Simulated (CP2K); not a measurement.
# Cu2 (SMILES [Cu][Cu]) at HF/def2-SVPD

Aim: the energy change on altering one bond length of Cu2 at HF/def2-SVPD, from 2 runs. 

The calculation is run with CP2K 2026.2.

6 further runs of the same task are left out: 5 that didn't finish, 1 set aside as unsound or not needed.

**1. The structure to begin with**

Cu2 has 2 atoms, charge 0, and is taken as a singlet. SMILES: `[Cu][Cu]`. The bond length is the measured one.

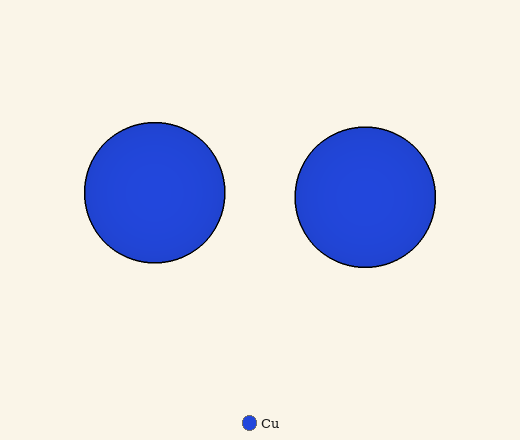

The structure, seen from a chosen angle (copper blue).

**2. A single-point energy at HF/def2-SVPD**

The input, qs.inp:

```
&GLOBAL
  PROJECT_NAME qs
  RUN_TYPE ENERGY
  PRINT_LEVEL MEDIUM
&END GLOBAL
&FORCE_EVAL
  METHOD QS
  &DFT
    BASIS_SET_FILE_NAME ./def2_svpd.basis
    POTENTIAL_FILE_NAME POTENTIAL
    &QS
      METHOD GAPW
      EPS_DEFAULT 1.0E-10
    &END QS
    # plane-wave cutoff in Ry
    &MGRID
      CUTOFF 280
      REL_CUTOFF 50
      NGRIDS 4
    &END MGRID
    &POISSON
      PERIODIC NONE
      POISSON_SOLVER MULTIPOLE
    &END POISSON
    # SCF settings
    &SCF
      SCF_GUESS ATOMIC
      EPS_SCF 1.0E-06
      MAX_SCF 50
      &OT
        MINIMIZER DIIS
        PRECONDITIONER FULL_ALL
      &END OT
      &OUTER_SCF
        EPS_SCF 1.0E-06
        MAX_SCF 8
      &END OUTER_SCF
    &END SCF
    &XC
      &XC_FUNCTIONAL NONE
      &END XC_FUNCTIONAL
      # exact exchange
      &HF
        FRACTION 1
        &SCREENING
          EPS_SCHWARZ 1.0E-10
        &END SCREENING
        &MEMORY
          MAX_MEMORY 1050
        &END MEMORY
      &END HF
    &END XC
    &PRINT
      &MOMENTS
        PERIODIC F
        REFERENCE COM
        MAX_MOMENT 1
      &END MOMENTS
      &MO_CUBES
        NLUMO 3
        NHOMO -1
        WRITE_CUBE F
      &END MO_CUBES
      &LOWDIN ON
      &END LOWDIN
      &HIRSHFELD OFF
      &END HIRSHFELD
    &END PRINT
  &END DFT
  # structure
  &SUBSYS
    # box in angstrom
    &CELL
      ABC 8.6 8.6 10.8
      PERIODIC NONE
    &END CELL
    &COORD
      Cu     4.300000     4.300000     4.290150
      Cu     4.300000     4.300000     6.509850
    &END COORD
    &KIND Cu
      BASIS_SET def2-SVPD
      POTENTIAL ALL
      LEBEDEV_GRID 194
      RADIAL_GRID 100
    &END KIND
  &END SUBSYS
&END FORCE_EVAL
```

Started as:

```bash
OMP_NUM_THREADS=1 cp2k.psmp qs.inp > qs.out
```

Output, cut to the lines that bear on the results:

```text
CP2K| version string:                                       CP2K version 2026.2
[...]
 GLOBAL| Method name                                                        CP2K
[...]
 GLOBAL| Run type                                                         ENERGY
[...]
 DFT| Spin restricted Kohn-Sham (RKS) calculation                            RKS
 DFT| Multiplicity                                                             1
[...]
 DFT| Charge                                                                   0
[...]
 QS| Method:                                                                GAPW
[...]
 QS| Density cutoff [a.u.]:                                                140.0
[...]
 QS| Relative density cutoff [a.u.]:                                        25.0
[...]
                             - Atoms:                                          2
[...]
                             - Spherical basis functions:                     68
[...]
 Number of electrons:                                                         58
[...]
     1 OT DIIS     0.15E+00    5.6     0.48785944     -3235.0142137335 -3.24E+03
[...]
     8 OT DIIS     0.15E+00    0.6     0.00000053     -3277.3976485669 -8.60E-09
  *** SCF run converged in     8 steps ***
[...]
  Overlap energy of the core charge distribution:               0.00000438990272
  Self energy of the core charge distribution:               -895.25177313898689
  Core Hamiltonian energy:                                  -2600.14412181207445
  Hartree energy:                                             139.11896317396221
  Exchange-correlation energy:                                  0.00000000000000
  Hartree-Fock Exchange energy:                              -131.58923130625919
[...]
                     Mulliken Population Analysis
 #  Atom  Element  Kind  Atomic population                           Net charge
       1     Cu       1         29.000005                             -0.000005
       2     Cu       1         28.999995                              0.000005
 # Total charge                             58.000000                  0.000000
[...]
  Dipole moment [Debye]
    X=  0.2032605E-04 Y=  0.7783891E-06 Z=  0.3137638E-04  Total=      0.0000374
[...]
 WARNING : did not converge in ot_eigensolver
 number of iterations          299  exceeded maximum
 current gradient / target gradient   5.0034780365669899E-005  /    1.0000000000000001E-005
[...]
 HOMO - LUMO gap [eV] :    6.659981
 ENERGY| Total FORCE_EVAL ( QS ) energy [hartree]          -3277.397648566942735
[...]
```

Wall time 43 s (1 thread of Intel Xeon Platinum 8259CL at 2.50GHz (Skylake/Cascade Lake), shared host); peak memory 0.55 GiB.

**3. The distorted shape at the same level**

The input, molecule.xyz:

```xyz
2

Cu     0.000000     0.000000    -1.775800
Cu     0.000000     0.000000     2.219700
```

The input, calc.inp:

```
&GLOBAL
  PROJECT calc
  RUN_TYPE ENERGY
  PRINT_LEVEL MEDIUM
&END GLOBAL

&FORCE_EVAL
  METHOD QS
  &DFT
    BASIS_SET_FILE_NAME ./def2_svpd.basis
    POTENTIAL_FILE_NAME POTENTIAL
    CHARGE 0
    MULTIPLICITY 1
    &QS
      METHOD GAPW
      EPS_DEFAULT 1.0E-10
    &END QS
    &MGRID
      CUTOFF 280
      REL_CUTOFF 50
      NGRIDS 4
    &END MGRID
    &POISSON
      PERIODIC NONE
      POISSON_SOLVER MULTIPOLE
    &END POISSON
    &SCF
      SCF_GUESS ATOMIC
      EPS_SCF 1.0E-06
      MAX_SCF 40
      &OT ON
        MINIMIZER CG
        PRECONDITIONER FULL_SINGLE_INVERSE
        LINESEARCH 3PNT
      &END OT
      &OUTER_SCF
        EPS_SCF 1.0E-06
        MAX_SCF 10
      &END OUTER_SCF
    &END SCF
    &XC
      &XC_FUNCTIONAL NONE
      &END XC_FUNCTIONAL
      &HF
        FRACTION 1
        &SCREENING
          EPS_SCHWARZ 1.0E-10
          SCREEN_ON_INITIAL_P F
        &END SCREENING
        &INTERACTION_POTENTIAL
          POTENTIAL_TYPE COULOMB
        &END INTERACTION_POTENTIAL
        &MEMORY
          MAX_MEMORY 1050
        &END MEMORY
      &END HF
    &END XC
    &PRINT
      &MOMENTS
        PERIODIC F
        REFERENCE COM
        MAX_MOMENT 1
      &END MOMENTS
      &MO_CUBES
        NLUMO 5
        NHOMO -1
        WRITE_CUBE F
      &END MO_CUBES
      &LOWDIN ON
      &END LOWDIN
      &HIRSHFELD OFF
      &END HIRSHFELD
    &END PRINT
  &END DFT
  &SUBSYS
    &CELL
      ABC [angstrom] 8.6 8.6 12.6
      PERIODIC NONE
    &END CELL
    &TOPOLOGY
      COORD_FILE_NAME molecule.xyz
      COORD_FILE_FORMAT XYZ
      &CENTER_COORDINATES
      &END CENTER_COORDINATES
    &END TOPOLOGY
    &KIND Cu
      BASIS_SET def2-SVPD
      POTENTIAL ALL
      LEBEDEV_GRID 194
      RADIAL_GRID 100
    &END KIND
  &END SUBSYS
&END FORCE_EVAL
```

Started as:

```bash
OMP_NUM_THREADS=1 cp2k.psmp -i calc.inp > calc.out 2>&1
```

Output, cut to the lines that bear on the results:

```text
CP2K| version string:                                       CP2K version 2026.2
[...]
 GLOBAL| Method name                                                        CP2K
[...]
 GLOBAL| Run type                                                         ENERGY
[...]
 DFT| Spin restricted Kohn-Sham (RKS) calculation                            RKS
 DFT| Multiplicity                                                             1
[...]
 DFT| Charge                                                                   0
[...]
 QS| Method:                                                                GAPW
[...]
 QS| Density cutoff [a.u.]:                                                140.0
[...]
 QS| Relative density cutoff [a.u.]:                                        25.0
[...]
                             - Atoms:                                          2
[...]
                             - Spherical basis functions:                     68
[...]
 Number of electrons:                                                         58
[...]
     1 OT CG       0.64E-01    5.4     1.16095469     -3250.8015842311 -3.25E+03
[...]
    12 OT CG       0.35E-03    0.5     0.00000087     -3277.3506144917  0.00E+00
  *** SCF run converged in    12 steps ***
[...]
  Overlap energy of the core charge distribution:               0.00000000000000
  Self energy of the core charge distribution:               -895.25177313898689
  Core Hamiltonian energy:                                  -2600.30728959682074
  Hartree energy:                                             139.00424930106752
  Exchange-correlation energy:                                  0.00000000000000
  Hartree-Fock Exchange energy:                              -131.56647569368579
[...]
                     Mulliken Population Analysis
 #  Atom  Element  Kind  Atomic population                           Net charge
       1     Cu       1         28.999998                              0.000002
       2     Cu       1         29.000002                             -0.000002
 # Total charge                             58.000000                 -0.000000
[...]
  Dipole moment [Debye]
    X=  0.7428310E-04 Y=  0.1295382E-04 Z=  0.1888435E-03  Total=      0.0002033
[...]
 HOMO - LUMO gap [eV] :    4.291706
 ENERGY| Total FORCE_EVAL ( QS ) energy [hartree]          -3277.350614491736451
[...]
```

Run time: 8.9 min. Hardware: 1 thread of Intel Xeon Platinum 8259CL at 2.50GHz (Skylake/Cascade Lake), shared host; peak memory 0.57 GiB.

**4. Outcome**

At HF/def2-SVPD:

| quantity | value |
| --- | --- |
| first shape: total energy | -3277.39765 Eh |
| first shape: dipole moment | 0.00 D |
| first shape: HOMO energy | -6.14 eV |
| first shape: LUMO energy | 0.52 eV |
| first shape: HOMO–LUMO gap | 6.66 eV |
| distorted shape: total energy | -3277.35061 Eh |
| distorted shape: dipole moment | 0.00 D |
| distorted shape: HOMO energy | -4.83 eV |
| distorted shape: LUMO energy | -0.53 eV |
| distorted shape: HOMO–LUMO gap | 4.29 eV |
| energy change with the Cu1–Cu2 bond stretched from 2.220 to 3.995 Å | 1.280 eV |

In words: One bond (distorted shape) is far stretched, which a spin-restricted single reference describes badly; a broken-symmetry solution may lie lower. With the Cu1–Cu2 bond stretched from 2.220 to 3.995 Å the energy rises by 1.28 eV (30 kcal/mol). The first shape isn't relaxed at this level, so the change isn't measured from a minimum. A restricted reference can't describe the breaking bond well at this length.
